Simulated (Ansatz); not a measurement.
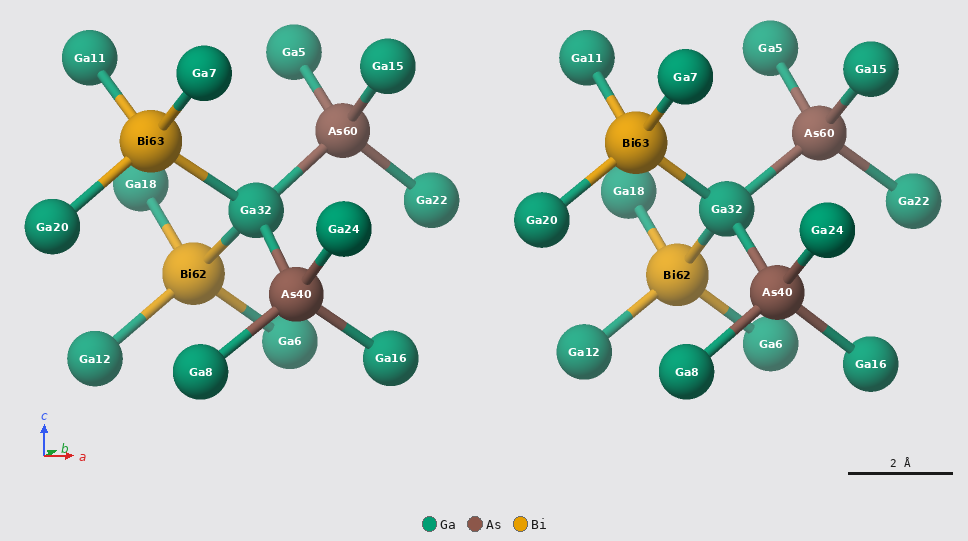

Two geometries of a crystal of Ga32As28Bi4 (a generated structure, set up in P1), drawn at one scale. One is the start of a relaxation, the other its converged end. A ball-and-stick model of the atoms within 4.2 Å of the atom that moves most (axes of the cell of the calculation (origin shifted)), seen slightly off an axis.

All numbers below come from Ansatz, DFT, PBEsol, PAW, plane waves. (plane-wave cutoff 420 eV; k-point mesh 1 × 1 × 1; mesh shifted by (0.25, 0.25, 0.25); no spin polarisation; cell relaxed at fixed shape; force threshold 0.03 eV/Å; at most 80 steps)

Which of the two is the end point?

The left one is the relaxed one. The energy falls by 49.4 meV per atom in 6 geometry steps. Largest force component: 2.5 eV/Å at the start, 0.01 eV/Å at the end. The pressure goes from 0.72 to 0.00 GPa. The largest move is that of Ga32, 0.27 Å along +a. Largest moves by element: Ga 0.27 Å, As 0.15 Å, Bi 0.05 Å. The cell doesn't change. Near-neighbour distances that change, for instance: Ga32–Bi63 2.437 → 2.661 Å, Ga12–Bi62 2.476 → 2.669 Å, Ga18–Bi62 2.465 → 2.651 Å, Ga7–Bi63 2.476 → 2.652 Å. Among the angles between lasting bonds that change: Bi62–Ga32–Bi63 110.2° → 101.0°, As40–Ga32–As60 108.5° → 116.4°, Ga7–Bi63–Ga32 110.0° → 105.4°. The space group stays P1 (No. 1).
